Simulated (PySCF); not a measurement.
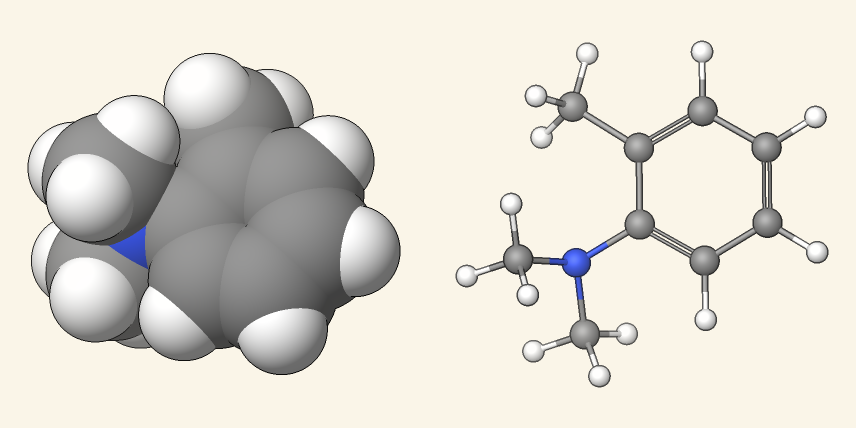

Two views of one molecule. Colours: carbon grey, nitrogen blue, hydrogen white.

The geometry was computed by an optimisation with PBE0-D3(BJ)/def2-SVP. No frequency run is at hand to confirm it as a minimum.

Describe the molecule.

The molecule is C₉H₁₃N. Its SMILES string is `Cc1ccccc1N(C)C`. Independent rings (smallest set): 1 of 6 members, 1 of them aromatic. This geometry has C1 symmetry. Coordination, clear cases only: 3 C tetrahedral; 6 C trigonal planar.

The parts below concern this one geometry. Atoms keep their numbers from picture to picture.

## Geometry

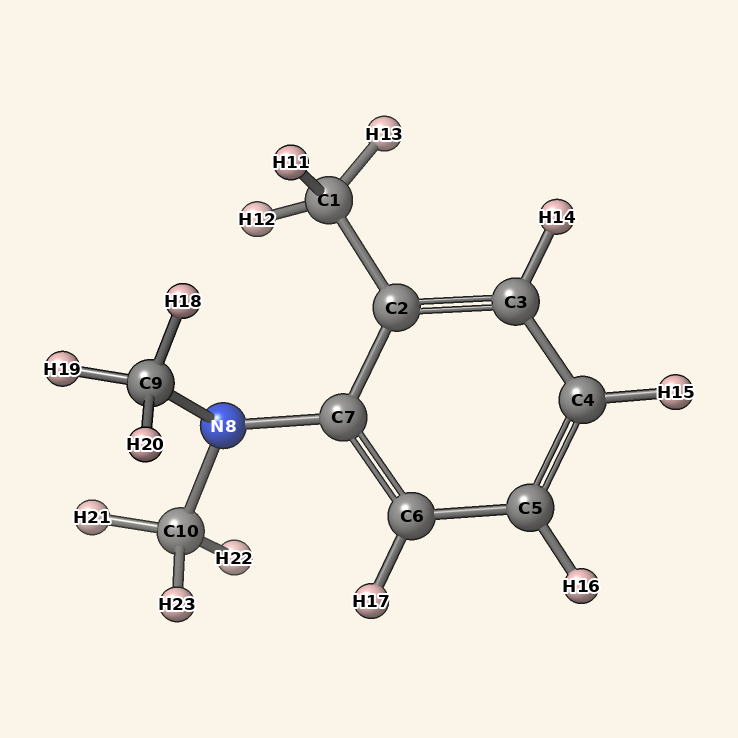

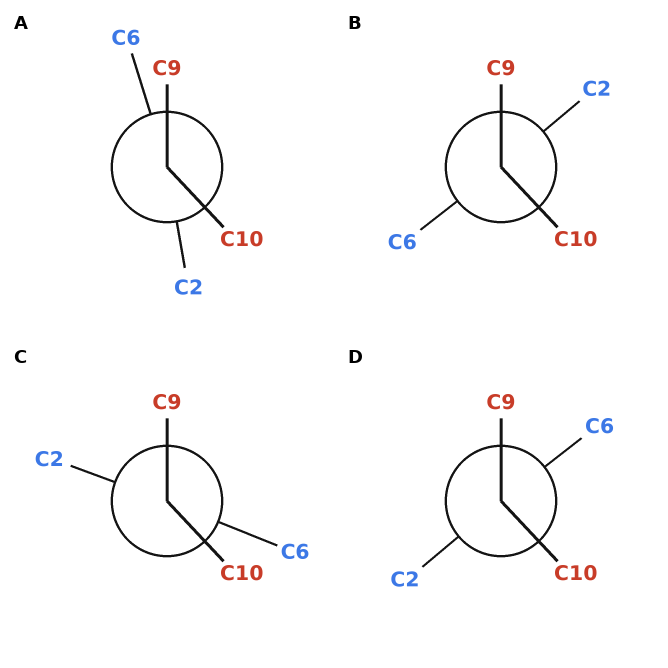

Depth is shown by fading: the farther an atom, the more it takes the colour of the background. Bonds that would overlap in a projection are set slightly apart. No frequency run is at hand to confirm it as a minimum.

> Which Newman projection shows the view along N8–C7, with N8 in front?

C. The torsion angle C9–N8–C7–C2 is −70°, synclinal (gauche).

## Ring current

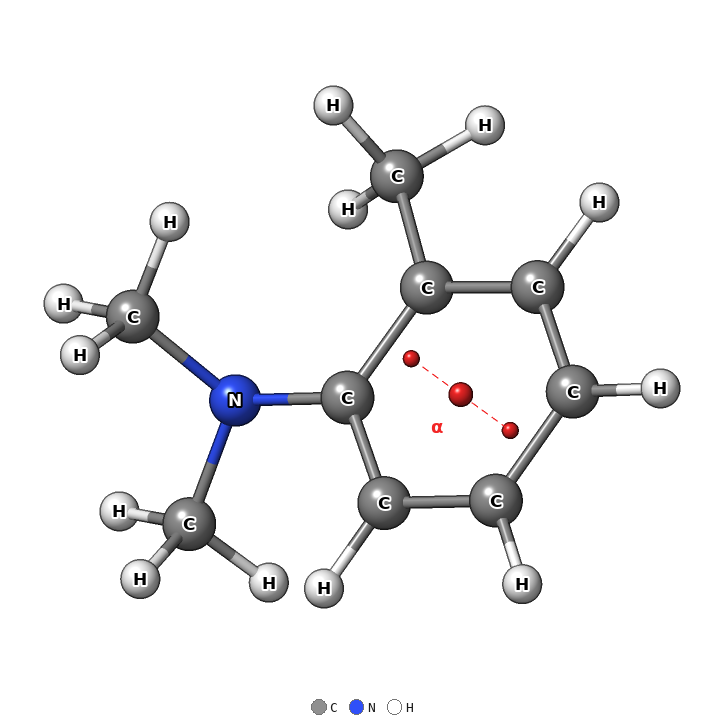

The small points mark where nucleus-independent chemical shifts (NICS) were computed: at the centre of each lettered ring and 1 Å above and below it. No frequency run is at hand to confirm it as a minimum. Properties computed with GIAO WP04/pcSseg-1 NMR shielding, non-relativistic, IEF-PCM chloroform (PySCF 2.14.0).

Give NICS(0), NICS(1) and the out-of-plane component NICS(1)zz for each ring (means of the two sides).

```
ring  members  NICS(0)  NICS(1)  NICS(1)zz
   α       C6     −9.0    −10.7      −25.7
```

Values in ppm.

> What do the values say about the ring currents?

Ring α: diatropic, as in an aromatic ring. NICS is one index among several.

## Dipole moment

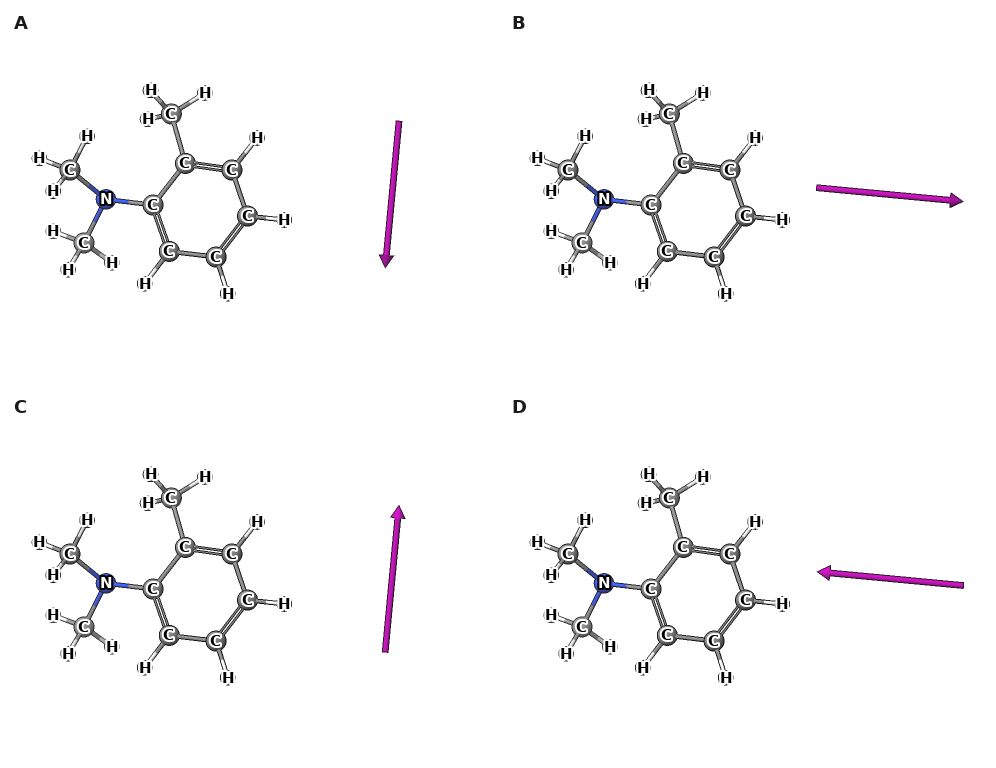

The same molecule four times, each with an arrow. No frequency run is at hand to confirm it as a minimum. Method: PBE0/pcSseg-1 in tetrahydrofuran (IEF-PCM) (PySCF 2.14.0).

> Which arrow points along the dipole moment, from the negative to the positive end?

D. The dipole moment is 1.42 D.

## NMR shielding

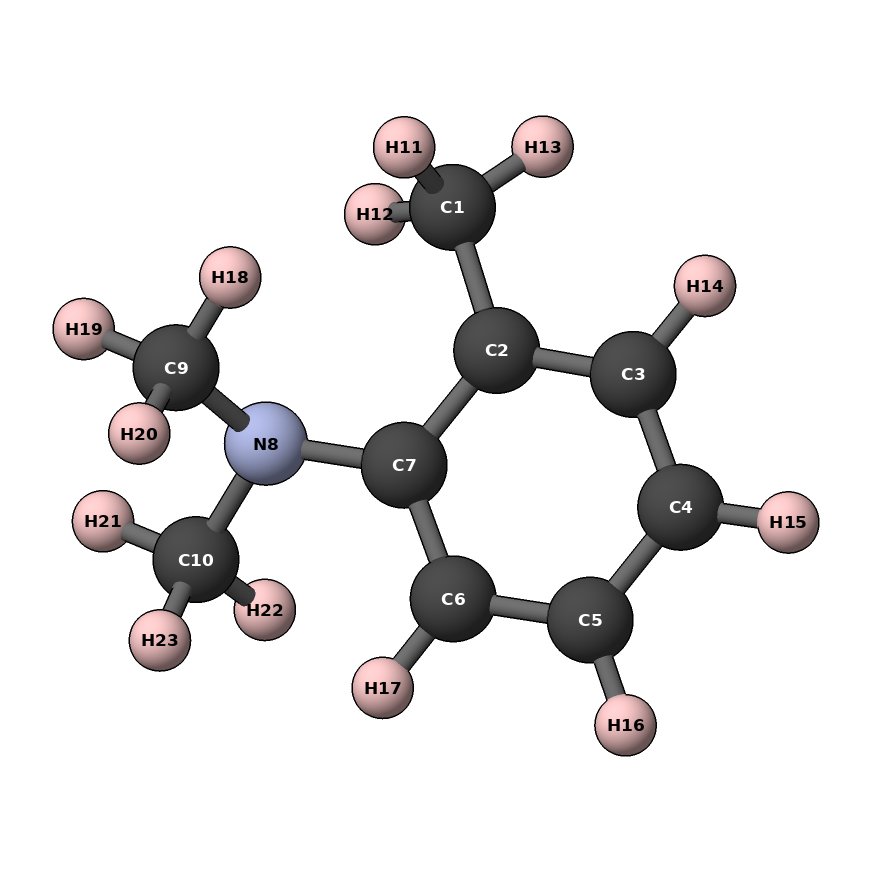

No frequency run is at hand to confirm it as a minimum. Method: GIAO ωB97X-D/pcSseg-1 NMR shielding, non-relativistic, IEF-PCM chloroform (PySCF 2.14.0). Principal shieldings σ11 ≤ σ22 ≤ σ33, span Ω = σ33 − σ11, skew κ = 3(σiso − σ22)/Ω.

Give the shielding tensors of the N atoms.

```csv
atom,σ11,σ22,σ33,σiso,Ω,κ
N8,165.1,224.4,251.8,213.8,86.7,−0.37
```

Shieldings and span in ppm.

## Charges

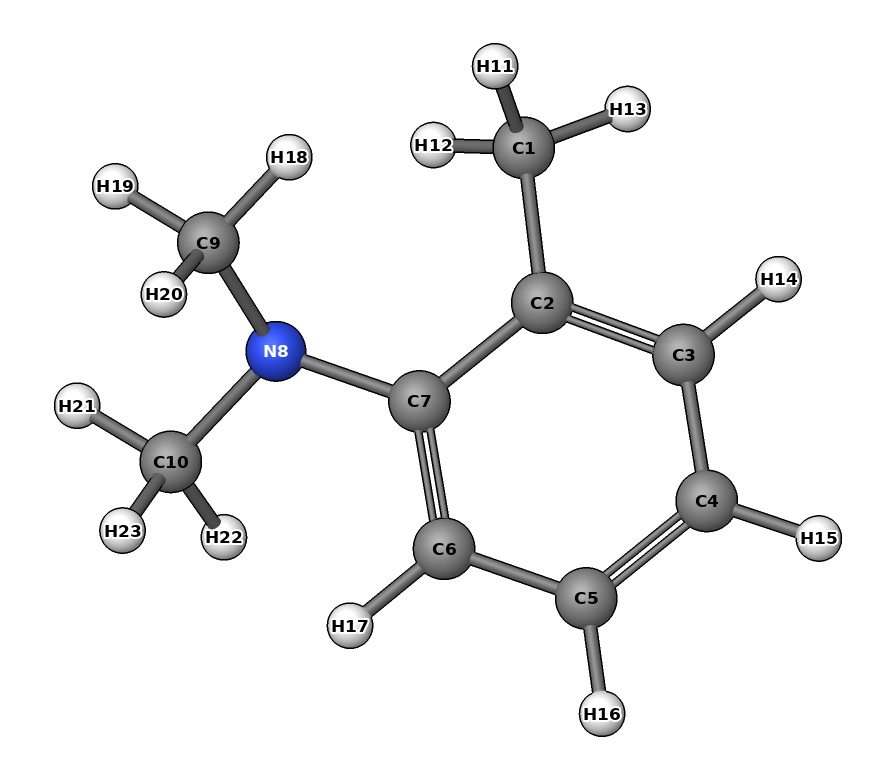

The questions are on Mulliken charges. No frequency run is at hand to confirm it as a minimum. Properties computed with PBE0/pcSseg-1 in chloroform (IEF-PCM) (PySCF 2.14.0).

> Which atom carries the highest charge (most positive or least negative)?

C7 (0.20 e).

> And the lowest?

N8 (−0.69 e).

List the Mulliken charges.

| atom | value (e) |
| --- | --- |
| C1 | −0.14 |
| C2 | −0.32 |
| C3 | −0.07 |
| C4 | −0.08 |
| C5 | −0.08 |
| C6 | −0.11 |
| C7 | 0.20 |
| N8 | −0.69 |
| C9 | −0.10 |
| C10 | −0.11 |
| H11 | 0.15 |
| H12 | 0.13 |
| H13 | 0.13 |
| H14 | 0.08 |
| H15 | 0.10 |
| H16 | 0.10 |
| H17 | 0.10 |
| H18 | 0.13 |
| H19 | 0.12 |
| H20 | 0.10 |
| H21 | 0.13 |
| H22 | 0.13 |
| H23 | 0.10 |

Mulliken values depend strongly on the basis set and can even reverse the polarity of a bond.
